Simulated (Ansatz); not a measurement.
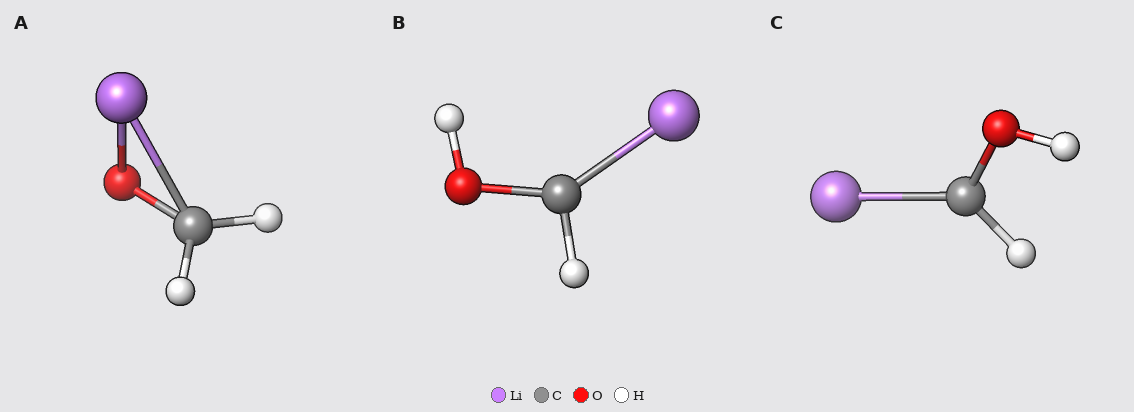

3 stationary structures of one formula. State: neutral, doublet. Geometries: PBE-D4/def2-SVP. Electronic energies: PBE-D4/def2-SVP (Ansatz 0.2.0), without zero-point energy. No frequency run is at hand to confirm each as a minimum.

Question: Rank them by energy, lowest first.

Answer: A is lowest (Cs); B lies 44.6 kcal/mol above it, C lies 46.1 kcal/mol above it.
